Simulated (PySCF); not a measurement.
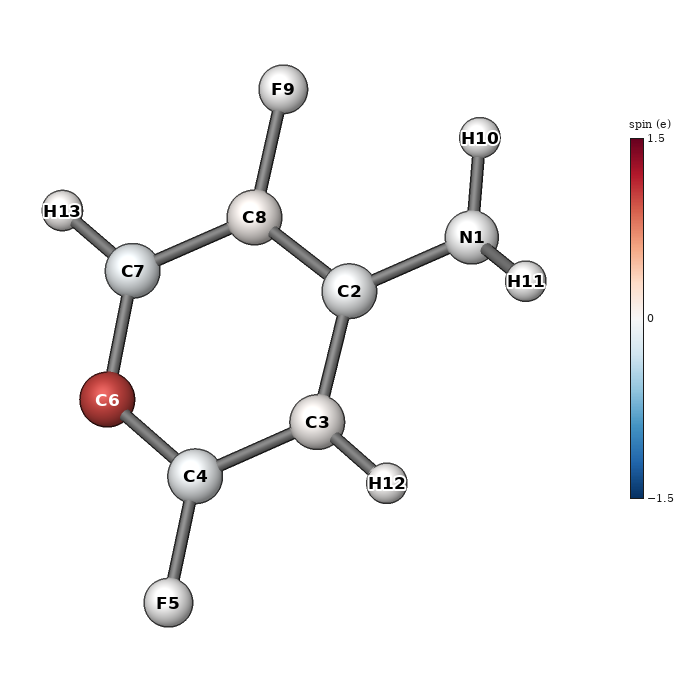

Atoms are coloured by their Mulliken spin populations. State: neutral, doublet. The computed structure is the end point of a GFN2-xTB optimisation. No frequency run is at hand to confirm it as a minimum. Level of theory: UKS B3LYP, pcH-1 on C F H N, non-relativistic (PySCF 2.14.0).

Question: Which atom carries the largest spin population?

Answer: C6 (1.01 e).

Question: Which atom has the lowest spin population?

Answer: C7 (−0.08 e); a negative value comes from spin polarisation.

Give the Mulliken spin populations atom by atom.

| atom | value (e) |
| --- | --- |
| N1 | −0.01 |
| C2 | −0.03 |
| C3 | 0.05 |
| C4 | −0.05 |
| F5 | 0.01 |
| C6 | 1.01 |
| C7 | −0.08 |
| C8 | 0.06 |
| F9 | 0.01 |
| H10 | 0.00 |
| H11 | 0.00 |
| H12 | 0.01 |
| H13 | 0.03 |

Mulliken values depend strongly on the basis set.
